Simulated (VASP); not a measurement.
Band structure of BeTe (zinc blende). Method: optB86b-vdW, VASP's PBE PAW potentials (set 64) (plane waves; VASP).

Unless said otherwise, spin-orbit coupling is left out, though it shifts the bands of the heavy elements here.

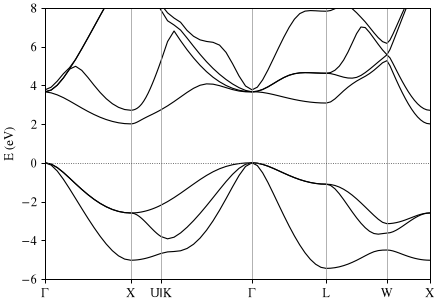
Fig. 1. Bands along high-symmetry lines, zero at the valence-band maximum or, without a gap, the Fermi level

### Question
Read the plot: is there a gap, and where are the band edges?

### Answer
The gap is indirect, 2.01 eV, from the valence maximum at Γ to the conduction minimum at X. (Edges off the drawn lines would not show.)

Measured: gap 2.80 eV (computed value off by -0.79 eV), as given by Das et al., (2018), arXiv:1807.05623.

The compound is BeTe in the zinc blende structure. It was relaxed first.
